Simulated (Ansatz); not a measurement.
# Al₂B₅ (doublet): what the fields show

Input file:

```
crystal:
  periodic: [false, false, false]
  atoms:
    - {symbol: B, position_ang: [-0.056003, 1.083591, -0.392263]}
    - {symbol: B, position_ang: [-1.206971, -0.108477, -0.798434]}
    - {symbol: B, position_ang: [0.339692, -0.347726, -1.207288]}
    - {symbol: B, position_ang: [-1.211290, 0.425264, 0.676711]}
    - {symbol: B, position_ang: [0.332784, 0.506015, 1.152015]}
    - {symbol: Al, position_ang: [2.006697, 0.169704, -0.055533]}
    - {symbol: Al, position_ang: [-0.204909, -1.728382, 0.624793]}
basis:
  gaussian: {orbitals: def2-TZVP, initial_orbitals: start.molden}
magnetization: {spin_polarized: true, initial_magnetization: 1}
hamiltonian: {xc: pbe0, dispersion: d4}
scf: {omitted_lower_state_checks: [starts]}
output: {orbitals: {seedname: orbitals}}
```

Command:

```sh
ansatz run in.yaml --threads 4 --pin off --events-out ev --progress --plain --max-ram 4787MiB
```

Geometry: PBE0-D4/def2-SVP.

Computed with Ansatz 0.2.0, UKS PBE0-D4/def2-TZVP.

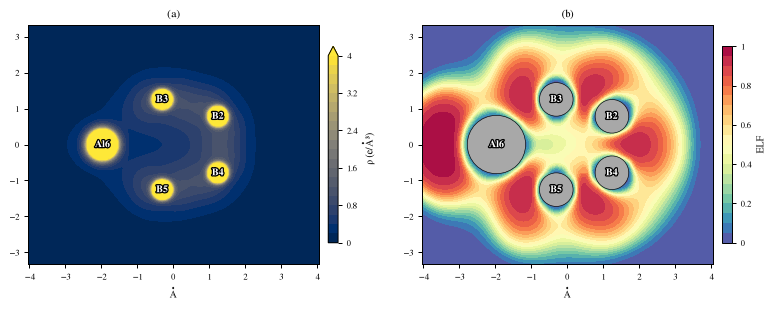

Figure 1. (a) electron density; (b) ELF on the plane of atoms B3, B2 and B4. Grey discs cover the atomic cores in the ELF map.

What does the map show?

Answer.
- The section cuts through B and Al sites.
- B–B (1.57 Å): ρ at the midpoint is about 1.1 e/Å³; the ELF peaks at about 0.80 between the atoms: localised, covalent bonding.
- Al–B (2.09 Å): ρ is about 0.48 e/Å³ halfway; the ELF peaks at about 0.85 in the valence shell of B, 0.8 Å from its nucleus, and is about 0.70 at the midpoint.
- B–B (1.62 Å): the density is about 1 e/Å³ at the midpoint; the ELF peaks at about 0.90 between the atoms, as expected for a covalent bond.

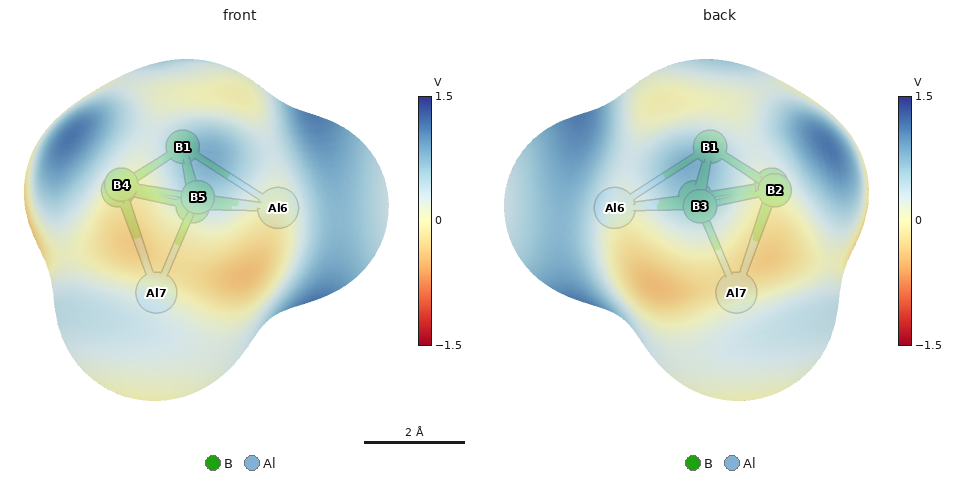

Figure 2. The molecular electrostatic potential painted on the density surface at 0.002 e/bohr³, seen from the front and from behind; red is negative and blue positive.

Where is the surface potential most negative and most positive?

Answer. The most negative region (about −0.4 V) lies over B3, the most positive (about +1.2 V) over B2, B4 and Al6.
